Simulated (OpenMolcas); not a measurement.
Run report: GeBNH6, single-point calculation (part 3 of 3)

GeBNH6; CASSCF/ANO-R1, sfX2C (OpenMolcas 26.06). The geometry comes from this level: PBE0-D4/def2-TZVP.

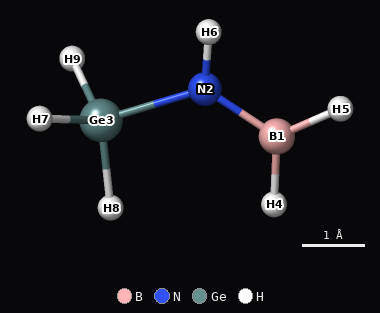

**Figure 1.** The input geometry (ball-and-stick view, seen at a tilt; atoms are numbered from 1 in the order of the input). Sticks mark near contacts.

Log, continued:
```
                    **************************************
                    *    Valence Bond Angles / degree    *
                    **************************************
                          Atom centers                 Phi
                      2 N2       1 B1       4 H4       119.19
                      2 N2       1 B1       5 H5       119.57
                      4 H4       1 B1       5 H5       121.24
                      1 B1       2 N2       6 H6       117.87
                      7 H7       3 GE3      8 H8       111.48
                      7 H7       3 GE3      9 H9       109.11
                      8 H8       3 GE3      9 H9       111.50

           ***************************************************************
           *              Valence Dihedral Angles / degree               *
           ***************************************************************
                    Atom centers                       Phi1     Phi2     Theta
           4 H4       1 B1       2 N2       6 H6        119.19   117.87   179.98
           5 H5       1 B1       2 N2       6 H6        119.57   117.87    -0.01
--

            Nuclear Potential Energy            177.53451212 au

--- Stop Module: gateway /rc=_RC_ALL_IS_WELL_ ---
--- Module gateway spent 2 seconds ---

--- Start Module: seward ---

                                              &SEWARD

                       available to each process: 1.9 GB of memory, 1 thread

               SEWARD will generate:
                  Multipole Moment integrals up to order  2
                  Kinetic Energy integrals
                  Nuclear Attraction integrals (finite nuclei - Gaussian type)
                  One-Electron Hamiltonian integrals
                  Velocity integrals
                  Relativistic X2C integrals
                  Orbital angular momentum around (  0.7119  -0.7261   0.9131 )
                  Velocity quadrupole around (  0.7119  -0.7261   0.9131 )
                  Atomic mean-field integrals
                  RI decomposed two-electron repulsion integrals stored Cholesky style
                   - acCD auxiliary basis
                   - CD Threshold:   1.00E-04

                   Integrals are discarded if absolute value <: 1.00E-14
                   Integral cutoff threshold is set to       <: 1.00E-16

            Nuclear Potential Energy            177.53451212 au

      Basis set specifications :
      Symmetry species         a
      Basis functions           97

--- Stop Module: seward /rc=_RC_ALL_IS_WELL_ ---
--- Module seward spent 3 seconds ---

>>> COPY step2.RunFile RUNFIL2

--- Start Module: expbas ---

                                              &EXPBAS

                       available to each process: 1.9 GB of memory, 1 thread

 Header on input orbitals file:
* RASSCF average (pseudo-natural) orbitals

 Information from input runfile
           Number of symmetries    1
      Number of basis functions   34

 Information from expanded basis set runfile
           Number of symmetries    1
      Number of basis functions   97
 New orbitals have been built in file EXPORB
--- Stop Module: expbas /rc=_RC_ALL_IS_WELL_ ---

--- Start Module: rasscf ---

                                              &RASSCF

                       available to each process: 1.9 GB of memory, 1 thread

      Header of the ONEINT file:
      --------------------------

      OrdInt status: non-squared

      Cartesian coordinates in angstrom:
      -----------------------------------------------------
      No.  Label        X            Y            Z
      -----------------------------------------------------
       1   B1        -0.87400000   0.62950000  -1.16290000
       2   N2        -0.02330000   0.68710000  -0.06270000
       3   GE3        0.66520000  -0.76140000   0.86660000
       4   H4        -1.21790000  -0.44070000  -1.58100000
       5   H5        -1.24910000   1.64700000  -1.67480000
       6   H6         0.25390000   1.59840000   0.27250000
       7   H7         2.20160000  -0.71480000   0.80490000
       8   H8         0.11490000  -2.01520000   0.18460000
       9   H9         0.21730000  -0.67600000   2.33570000
      -----------------------------------------------------
      Nuclear repulsion energy =  177.53451212

++    Wave function specifications:
      -----------------------------

      Number of closed shell electrons          48
      Number of electrons in active shells       2
      Max number of holes in RAS1 space          0
      Max nr of electrons in RAS3 space          0
      Number of inactive orbitals               24
      Number of active orbitals                  2
      Number of secondary orbitals              71
      Spin quantum number                      0.0
      State symmetry                             1
--

++    Orbital specifications:
      -----------------------

      Symmetry species                           1
                                                 a
      Frozen orbitals                            0
      Inactive orbitals                         24
      Active orbitals                            2
      RAS1 orbitals                              0
      RAS2 orbitals                              2
      RAS3 orbitals                              0
      Secondary orbitals                        71
      Deleted orbitals                           0
      Number of basis functions                 97
--

++    CI expansion specifications:
      ----------------------------

      Number of CSFs                             3
      Number of spin combinations                3
      Number of determinants                     4
      Number of root(s) required                 1
      Root chosen for geometry opt.              1
      CI root used                               1

      highest root included in the CI            1
      max. size of the explicit Hamiltonian      3
--

++    Optimization specifications:
      ----------------------------

      RASSCF algorithm: LK RI/DF
      Maximum number of macro iterations       200
      Maximum number of SX iterations          100
      Threshold for RASSCF energy            1.000E-08
      Threshold for max MO rotation          1.000E-01
      Threshold for max BLB element          1.000E-04
      Level shift parameter                  5.000E-01
      Make Quasi-Newton update
--

      The MO-coefficients are taken from the file:
      step2.ExpOrb
      Title:Basis set expanded orbital file EXPORB

      Total molecular charge    0.00

      ************************************************************************************************************************
      *                                            Wave function control section                                             *
      ************************************************************************************************************************

                                         RASSCF iterations: Energy and convergence statistics
                                         ----------------------------------------------------

          iter iter root      energy       change     param      element    value   shift minimum  type update hh:mm:ss
 Nr of preliminary CI iterations:   1
      Total energies have been shifted. Add                -2000.00 au
        1   1   16    1  -179.22096424    0.00E+00  -8.49E-02   17  82 1 -2.37E-01*  0.00   0.00    SX    NO    0:00:00
        2   1   82    1  -179.77677053   -5.56E-01* -5.27E-02   18  53 1  1.04E-01*  0.00   0.00    SX    NO    0:00:00
        3   1   19    1  -179.86836334   -9.16E-02*  3.89E-02   24  45 1 -3.23E-02*  0.00   0.00    SX    NO    0:00:00
        4   1   17    1  -179.87801129   -9.65E-03*  2.50E-02   20  34 1 -8.94E-03*  0.00   0.00    SX    NO    0:00:00
        5   1   18    1  -179.87899460   -9.83E-04* -2.68E-02   24  45 1 -7.95E-03*  0.00   1.42    QN   YES    0:00:00
        6   1   16    1  -179.87939902   -4.04E-04*  5.21E-03   18  53 1 -1.83E-03*  0.00   0.92    QN   YES    0:00:00
        7   1   15    1  -179.87943076   -3.17E-05*  7.57E-03   19  34 1  1.77E-03*  0.00   2.50    LS   YES    0:00:00
        8   1   15    1  -179.87941961    1.12E-05*  9.35E-04   24  45 1 -2.93E-03*  0.00   0.34    QN   YES    0:00:00
        9   1   14    1  -179.87944978   -3.02E-05* -3.25E-03   24  45 1 -9.88E-04*  0.00   1.39    QN   YES    0:00:00
       10   1   13    1  -179.87945867   -8.89E-06* -3.76E-03   12  61 1 -3.23E-04*  0.00   1.15    QN   YES    0:00:00
       11   1   13    1  -179.87946135   -2.68E-06* -3.08E-03   12  61 1  2.80E-04*  0.00   1.10    QN   YES    0:00:00
       12   1   12    1  -179.87946242   -1.08E-06* -3.85E-03   20  34 1 -1.45E-04*  0.00   1.50    QN   YES    0:00:00
       13   1   11    1  -179.87946311   -6.90E-07* -1.55E-03   19  34 1 -1.29E-04*  0.00   1.33    QN   YES    0:00:00
       14   1   10    1  -179.87946329   -1.78E-07* -5.13E-04   18  26 1 -3.94E-05   0.00   1.15    QN   YES    0:00:00
       15   1    9    1  -179.87946331   -2.28E-08* -2.45E-04   24  28 1  2.27E-05   0.00   1.32    QN   YES    0:00:00
       16   1    7    1  -179.87946332   -6.41E-09  -1.26E-04   19  34 1  1.72E-05   0.00   0.76    QN   YES    0:00:00
      Convergence after 16 iterations
       17   1    7    1  -179.87946332   -1.03E-09  -1.26E-04   24  45 1  9.77E-06   0.00   0.76    QN   YES    0:00:00

      ************************************************************************************************************************
                                                      Wave function printout:
                       occupation of active orbitals, and spin coupling of open shells (u,d: Spin up or down)
      ************************************************************************************************************************

      Note: transformation to natural orbitals
      has been made, which may change the order of the CSFs.

      printout of CI-coefficients larger than  0.05 for root  1
      energy=   -2179.879463
      conf/sym  11     Coeff  Weight
             1  20   0.99529 0.99061
             3  02  -0.09692 0.00939

      Natural orbitals and occupation numbers for root  1
      sym 1:   1.981214   0.018786

      ************************************************************************************************************************
      *                                                    Final results                                                     *
      ************************************************************************************************************************

++    Final optimization conditions:
      ------------------------------

      Average CI energy                           -2179.87946332
      RASSCF energy for state  1                  -2179.87946332
      Super-CI energy                                -0.00000000
      RASSCF energy change                           -0.00000000
      Max change in MO coefficients               1.765E-04
      Max non-diagonal density matrix element    -1.264E-04
      Maximum BLB matrix element                  9.770E-06
      (orbital pair  24,  45 in symmetry   1)
      Norm of electronic gradient            2.095E-05
--

      Final state energy(ies):
      ------------------------

::    RASSCF root number  1 Total energy:  -2179.87946332
      Von Neumann Entropy (Root   1) =  0.07674

      Mulliken population analysis for root number:  1
      -----------------------------------------------

++    Molecular charges:
      ------------------

      Mulliken charges per centre
      ---------------------------

                B1      N2      GE3     H4      H5      H6      H7      H8      H9
      Total    5.0403  7.4381 31.4743  0.9727  0.9745  0.8398  1.0941  1.0721  1.0941

      N-E     -0.0403 -0.4381  0.5257  0.0273  0.0255  0.1602 -0.0941 -0.0721 -0.0941

      Total electronic charge=   50.000000

      Total            charge=   -0.000000
--

      Expectation values of various properties for root number:  1
      -----------------------------------------------------------

++    Molecular properties:
      ---------------------

      Charge (e):
                      =   -0.0000
      Dipole Moment (debye):
      Origin of the operator (angstrom)=    0.3767   -0.3842    0.4832
                   X=  8.6980E-01               Y=  2.3185E-01               Z=  1.1213E+00           Total=  1.4379E+00
      Quadrupole Moment (debye*angstrom):
      Origin of the operator (angstrom)=    0.3767   -0.3842    0.4832
                  XX= -3.5062E+01              XY=  9.9592E-01              XZ= -1.5005E+00              YY= -3.1551E+01
                  YZ=  1.2274E+00              ZZ= -3.5898E+01
      In traceless form (debye*angstrom)
                  XX= -1.3377E+00              XY=  1.4939E+00              XZ= -2.2507E+00              YY=  3.9286E+00
                  YZ=  1.8411E+00              ZZ= -2.5909E+00
--

      LoProp population analysis for root number:  1
      -----------------------------------------------

++    LoProp analysis:
      ----------------

++    Static properties:
      ------------------

      LoProp Charges per center

                   B1       N2       GE3      H4       H5       H6       H7       H8       H9
      Nuclear      5.0000   7.0000  32.0000   1.0000   1.0000   1.0000   1.0000   1.0000   1.0000
      Electronic  -5.2408  -7.5793 -31.4780  -0.9151  -0.9128  -0.6540  -1.0800  -1.0600  -1.0800

      Total       -0.2408  -0.5793   0.5220   0.0849   0.0872   0.3460  -0.0800  -0.0600  -0.0800
--

      Natural Bond Order analysis for root number:  1

++    Natural Bond Order analysis
      ---------------------------
      Based on LoProp computed density
      -------------------------------------------------------------------------------------
      Atom A       Atom B       Bond Order | Atom A       Atom B       Bond Order
        B1           H4             0.803  |   B1           H5             0.802
        GE3          H8             0.786  |
      -------------------------------------------------------------------------------------
      NBO located      4.782 electrons involved in    3 bonds.
      NBO located      0.980 non-bonded electrons on atom B1
      NBO located      0.996 non-bonded electrons on atom N2
      NBO located      0.974 non-bonded electrons on atom GE3
      NBO located      0.997 non-bonded electrons on atom GE3
      NBO located      1.003 non-bonded electrons on atom GE3
      NBO located      1.002 non-bonded electrons on atom GE3
      NBO located      0.998 non-bonded electrons on atom GE3
      NBO located      0.999 non-bonded electrons on atom GE3
      NBO located      0.999 non-bonded electrons on atom GE3
      NBO located      1.000 non-bonded electrons on atom GE3
      NBO located      1.000 non-bonded electrons on atom GE3
      NBO located      1.000 non-bonded electrons on atom GE3
      NBO located      1.000 non-bonded electrons on atom GE3
      NBO located      1.000 non-bonded electrons on atom GE3
      NBO located      1.000 non-bonded electrons on atom GE3
      NBO located      1.000 non-bonded electrons on atom GE3
      The remaining    7.192 electrons are to be considered as diffuse
--

--

      Average orbitals are written to the RASORB file
      Natural orbitals for root   1 are written to the RASORB.1 file
      Spin density orbitals for root   1 are written to the SPDORB.1 file

--- Stop Module: rasscf /rc=_RC_ALL_IS_WELL_ ---
--- Module rasscf spent 5 seconds ---

.##################.
.# Happy landing! #.
.##################.

    Timing: Wall=13.84 User=12.73 System=1.09
```

This output came from the following input.

Input file:
```
&GATEWAY
  Coord = geom.xyz
  Basis = ANO-R0
  Group = NoSym

&SEWARD

&RASSCF
  FileOrb = $CurrDir/step1.LocOrb
  Alter = 2
  1 20 25
  1 26 28
  Spin = 1
  Nactel = 2 0 0
  Inactive = 24
  Ras2 = 2
  OrbListing = Nothing
>>> COPY $Project.RunFile RUNFIL1
>>> COPY $Project.RasOrb INPORB

&GATEWAY
  Coord = geom.xyz
  Basis = ANO-R1
  Group = NoSym
  RICD

&SEWARD
>>> COPY $Project.RunFile RUNFIL2

&EXPBAS

&RASSCF
  FileOrb = $Project.ExpOrb
  Spin = 1
  Nactel = 2 0 0
  Inactive = 24
  Ras2 = 2
  OrbListing = Nothing
```

File geom.xyz:
```
9

B     -0.874000     0.629500    -1.162900
N     -0.023300     0.687100    -0.062700
Ge     0.665200    -0.761400     0.866600
H     -1.217900    -0.440700    -1.581000
H     -1.249100     1.647000    -1.674800
H      0.253900     1.598400     0.272500
H      2.201600    -0.714800     0.804900
H      0.114900    -2.015200     0.184600
H      0.217300    -0.676000     2.335700
```

Run as:
```bash
export MOLCAS_MEM=1860
pymolcas step2.input > step2.log
```

Key numbers:

| quantity | value |
| --- | --- |
| outcome | converged |
| total energy | −2179.879463 hartree |
| CASSCF energy | −2179.879463 hartree |
| basis functions | 97 |
| hardware | 1 thread of Arm Neoverse V2, 24 GiB of memory available, shared host |
| wall time | 14 s |
| peak memory | 0.41 GiB |
